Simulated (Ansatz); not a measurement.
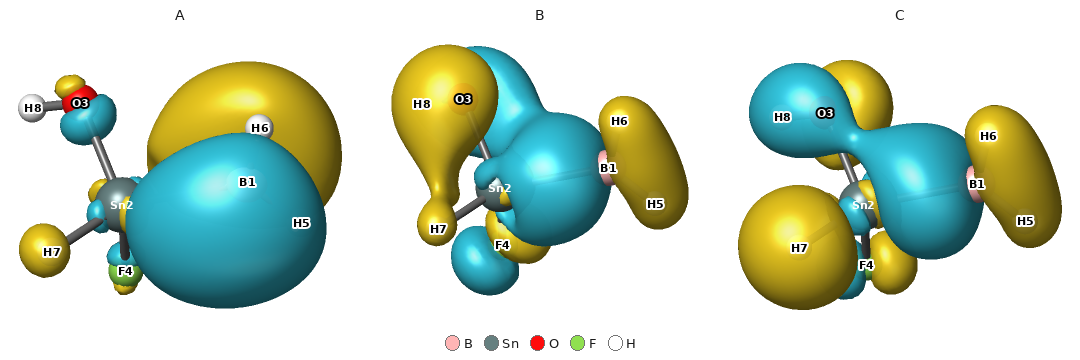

*BFH$_{4}$OSn (SMILES [BH2][SnH]([OH])[F]). Three frontier orbitals at ±0.08 Å⁻³ᐟ² (yellow and cyan are the two phases), in no order.*

Geometry: PBE0-D4/def2-TZVP; core potentials replace the inner electrons of Sn.

These are results of Ansatz 0.2.0, RKS PBE0-D4/def2-TZVPP, not measurements.

```xyz
8

B    -1.1469    1.2227   -0.4135
Sn    0.6067   -0.1404   -0.0894
O     0.1408   -1.3051    1.4155
F     0.7532   -1.3658   -1.5759
H    -1.6147    1.3362   -1.5021
H    -1.5967    1.8316    0.5058
H     2.2137    0.4154    0.0863
H     0.7361   -2.0516    1.5175
```

Question: Which picture is the HOMO−1, the HOMO and the LUMO?

Answer: B is the HOMO−1 (−9.01 eV). It lies mainly on O3 (about 50 %), Sn2 (about 20 %), B1 (about 15 %) and F4 (about 10 %). C is the HOMO (−8.42 eV). By Hirshfeld shares it lies mainly on O3 (about 30 %), Sn2 (about 25 %), B1 (about 20 %) and H7 (about 15 %). A is the LUMO (−3.20 eV). By Hirshfeld shares it lies mainly on B1 (about 65 %), Sn2 (about 20 %), H5 (about 5 %) and H6 (about 5 %).

Question: What is the HOMO–LUMO gap?

Answer: 5.22 eV between the orbital energies.
